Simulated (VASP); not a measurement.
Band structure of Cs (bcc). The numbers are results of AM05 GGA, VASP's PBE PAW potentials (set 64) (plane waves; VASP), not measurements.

Unless said otherwise, spin-orbit coupling is left out, though it shifts the bands of the heavy elements here.

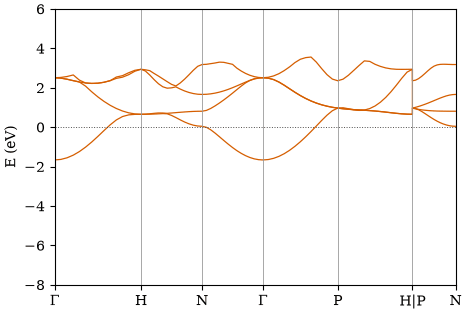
Bands along high-symmetry lines, zero at the valence-band maximum or, without a gap, the Fermi level

Question: Read the plot: is there a gap, and where are the band edges?

Answer: It has no gap at this level: it comes out as a metal or semimetal. (Edges off the drawn lines would not show.)

The compound is Cs in the bcc structure. It was relaxed first.
